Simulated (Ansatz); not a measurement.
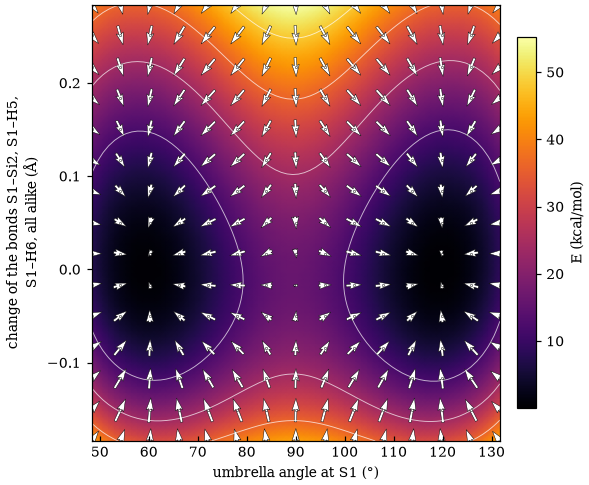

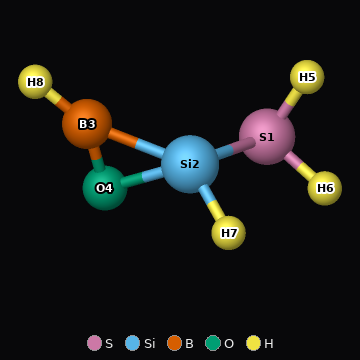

Energy landscape of BH₄OSSi, SMILES [SH2+][SiH]1BO1, charge +1. The first coordinate is: umbrella angle at S1 (between each of its bonds and their common axis; 90 is planar); the second: change of the bonds S1–Si2, S1–H5, S1–H6, all alike. Nothing is relaxed (all other coordinates rigid). The scan uses a 15 × 15 grid. Points are written as (first, second). Energies are in kcal/mol, from the relaxed molecule at the same level. The calculation used RKS PBE0-D4/def2-TZVP (Ansatz 0.2.0).

In the figure: a smooth colour map with a few white contour lines, dots at the grid points, arrows along the force (downhill), their lengths compressed. Between grid points the surface is interpolated. The second picture is the structure at the lowest point.

Summarise what can be read from the map.

Answer. The lowest grid point is at (119.8°, 0.017 Å), 0.19 kcal/mol from the relaxed molecule at the same level. A higher local minimum lies near (60.2°, −0.017 Å) (0.23 kcal/mol above the lowest at that grid point). The highest grid point, (90.0°, 0.284 Å), lies 55.0 kcal/mol above the lowest. On the interpolated surface the easiest way out of the lowest well to the well at about (60°, 0.00 Å) passes a barrier of about 16 kcal/mol. Round the minimum the two coordinates are weakly coupled (coupling −0.10 in units of the two stiffnesses).

Each point was launched as `ansatz run input.yaml --threads 1 --pin off --max-ram 2560MiB --backend cpu --events-out ev --progress --plain --runs-dir out`. Time for the 225 points that were run: 24 min on 1 thread of Arm Neoverse V2, with other jobs on the host.
